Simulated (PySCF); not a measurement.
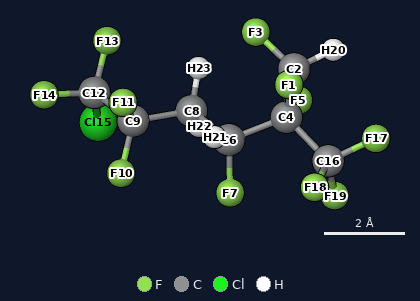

Fig. 1: The structure as given in the input (ball-and-stick view, seen at a tilt; atoms are numbered from 1 in the order of the input).

# What a change does: single-point calculation on C₇H₄ClF₁₁

System: C₇H₄ClF₁₁, SMILES FC(F)[C@](F)([C@H](F)CC(F)(F)C(F)(F)Cl)C(F)(F)F.
Method of run A: PBE0/def2-SVP single-point energy, gas phase (PySCF 2.14.0).

The geometry comes from this level: GFN2-xTB. Text and figures count atoms from 1; the logs count them from 0 in places.

## Input file, run A
```
{"job": {"xc": "PBE0", "basis": "def2-SVP", "kind": "sp"}, "charge": 0, "multiplicity": 1}
F     -2.397192    -1.438460     1.324287
C     -1.910525    -1.547341     0.078085
F     -0.804486    -2.310628     0.156038
C     -1.555195    -0.144876    -0.470301
F     -1.220180    -0.300029    -1.792568
C     -0.394595     0.508385     0.318310
F     -0.520333     1.867633     0.240699
C      0.971660     0.103800    -0.245292
C      2.080495     0.386583     0.764380
F      2.114446     1.681480     1.136147
F      1.865516    -0.317860     1.903598
C      3.481331    -0.000188     0.214042
F      3.461313    -1.267826    -0.228399
F      4.407725     0.059582     1.170627
Cl     3.937942     1.078534    -1.124355
C     -2.827944     0.747192    -0.436713
F     -3.893231     0.050118    -0.854505
F     -3.097002     1.174234     0.791814
F     -2.713014     1.797266    -1.233482
H     -2.645091    -2.061758    -0.560038
H     -0.495306     0.244294     1.380653
H      1.158084     0.678721    -1.154869
H      0.990831    -0.961872    -0.475998
```

The first line tells a small driver script what to run in PySCF; the rest is the geometry in Å.

Command:
```bash
OMP_NUM_THREADS=1 python <driver script> task.json out
```

Hardware: 1 CPU thread, shared host.

## Output (run A)
```
coarse grid: 23656 points
cycle   1  E = -1824.2316660651  dE =  3.217e+00  |g| = 1.677e+00  |ddm| = 5.326e+00
cycle   2  E = -1823.4921478237  dE =  7.395e-01  |g| = 2.721e+00  |ddm| = 3.905e+00
cycle   3  E = -1824.7276053848  dE = -1.235e+00  |g| = 1.085e-01  |ddm| = 2.583e+00
cycle   4  E = -1824.7288432463  dE = -1.238e-03  |g| = 7.724e-02  |ddm| = 1.737e-01
cycle   5  E = -1824.7299678826  dE = -1.125e-03  |g| = 1.364e-02  |ddm| = 7.952e-02
cycle   6  E = -1824.7299943015  dE = -2.642e-05  |g| = 4.123e-03  |ddm| = 1.417e-02
cycle   7  E = -1824.7299974854  dE = -3.184e-06  |g| = 6.183e-04  |ddm| = 4.302e-03
final grid: 239336 points
cycle   8  E = -1824.9561902399  dE = -8.874e-05  |g| = 1.098e-02  |ddm| = 4.937e-02
cycle   9  E = -1824.9561670656  dE =  2.317e-05  |g| = 1.626e-02  |ddm| = 2.519e-02
cycle  10  E = -1824.9562134975  dE = -4.643e-05  |g| = 8.610e-04  |ddm| = 1.486e-02
cycle  11  E = -1824.9562136343  dE = -1.368e-07  |g| = 3.149e-04  |ddm| = 1.340e-03
cycle  12  E = -1824.9562136522  dE = -1.790e-08  |g| = 9.546e-05  |ddm| = 3.794e-04
cycle  13  E = -1824.9562136537  dE = -1.574e-09  |g| = 2.511e-05  |ddm| = 1.104e-04
cycle  14  E = -1824.9562136538  dE = -1.064e-10  |g| = 7.376e-06  |ddm| = 3.331e-05
converged SCF energy = -1824.9562136538
```

The input of run B differs as follows (lines with − go, lines with + come):
```diff
-"xc": "PBE0"
-"basis": "def2-SVP"
+"xc": "revPBE"
+"basis": "6-31G*"
```

Predict how the results change.

The total energies belong to different models, so their difference says nothing on which is more stable or more accurate. The HOMO goes from −9.76 to −7.60 eV. The LUMO goes from 0.31 to −0.83 eV. The dipole moment goes from 2.10 to 1.85 D. The functional changes from PBE0 to revPBE. The SCF takes 15 iterations against 14. The basis functions go from 290 to 278.

## Output (run B)
```
coarse grid: 23656 points
cycle   1  E = -1826.5506551816  dE =  3.037e+00  |g| = 1.673e+00  |ddm| = 4.991e+00
cycle   2  E = -1824.9334462445  dE =  1.617e+00  |g| = 3.584e+00  |ddm| = 3.711e+00
cycle   3  E = -1827.0051105439  dE = -2.072e+00  |g| = 2.141e-01  |ddm| = 2.737e+00
cycle   4  E = -1827.0124926618  dE = -7.382e-03  |g| = 1.280e-01  |ddm| = 3.254e-01
cycle   5  E = -1827.0155649660  dE = -3.072e-03  |g| = 3.648e-02  |ddm| = 1.205e-01
cycle   6  E = -1827.0157975925  dE = -2.326e-04  |g| = 9.482e-03  |ddm| = 3.551e-02
cycle   7  E = -1827.0158139087  dE = -1.632e-05  |g| = 2.206e-03  |ddm| = 9.405e-03
cycle   8  E = -1827.0158147711  dE = -8.624e-07  |g| = 5.682e-04  |ddm| = 2.121e-03
final grid: 239336 points
cycle   9  E = -1827.0055157015  dE = -1.368e-04  |g| = 1.997e-02  |ddm| = 5.744e-02
cycle  10  E = -1827.0053119586  dE =  2.037e-04  |g| = 3.953e-02  |ddm| = 4.554e-02
cycle  11  E = -1827.0055924076  dE = -2.804e-04  |g| = 2.464e-03  |ddm| = 3.035e-02
cycle  12  E = -1827.0055935748  dE = -1.167e-06  |g| = 7.968e-04  |ddm| = 3.087e-03
cycle  13  E = -1827.0055936903  dE = -1.155e-07  |g| = 2.067e-04  |ddm| = 8.193e-04
cycle  14  E = -1827.0055936976  dE = -7.307e-09  |g| = 5.270e-05  |ddm| = 2.164e-04
cycle  15  E = -1827.0055936981  dE = -5.089e-10  |g| = 1.479e-05  |ddm| = 6.455e-05
converged SCF energy = -1827.0055936981
```

## The two runs side by side

| quantity | run A | run B |
| --- | --- | --- |
| outcome | converged | converged |
| total energy (hartree) | −1824.956214 | −1827.005594 |
| HOMO (eV) | −9.76 | −7.60 |
| LUMO (eV) | 0.31 | −0.83 |
| dipole moment (D) | 2.10 | 1.85 |
| SCF iterations | 14 | 15 |
| basis functions | 290 | 278 |
| wall time (shared host) | 57 s | 96 s |
